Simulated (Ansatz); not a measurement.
# Predicting a hybrid from its neighbours: C2H6Hg (dimethylmercury)

C2H6Hg: 9 atoms, total charge 0, spin state singlet. SMILES: `[CH3][Hg][CH3]`. The coordinates come from a PBE0-D4/def2-TZVP relaxation.

The vertical energy of the triplet above the singlet y, in eV, basis def2-SVP with a core potential; a is the functional's share of exact exchange. Programs: Ansatz 0.2.0.

| functional | program | a | y (eV) |
| --- | --- | --- | --- |
| BLYP | Ansatz | 0 | 5.62 |
| PBE | Ansatz | 0 | 5.68 |
| B3LYP | Ansatz | 0.2 | ? |
| PBE0 | Ansatz | 0.25 | 5.79 |
| BHLYP | Ansatz | 0.5 | 5.83 |

Task: Fit y = c + s·a to the known rows and predict B3LYP.

Result: 
1. Means of the 4 rows: a = 0.1875, y = 5.730.
2. Σ(Δa)² = 0.17188, Σ(Δa·Δy) = 0.065, so the slope is 0.065/0.17188 = 0.37817.
3. Intercept: 5.730 − (0.37817) × 0.1875 = 5.659. The largest residual of the fit is 0.039.
4. B3LYP: 5.659 + (0.37817) × 0.2 = 5.73 eV.

The run gave 5.73 eV, so the prediction is off by 0.00 eV: they agree to the digits shown. The rows mix families of semi-local functionals, which the line can't see. Spin-orbit coupling is left out.

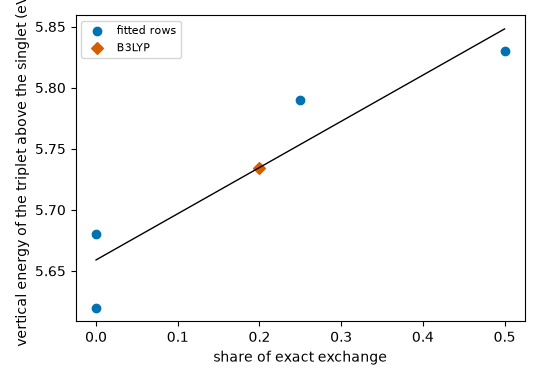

The fitted line, with the withheld row.
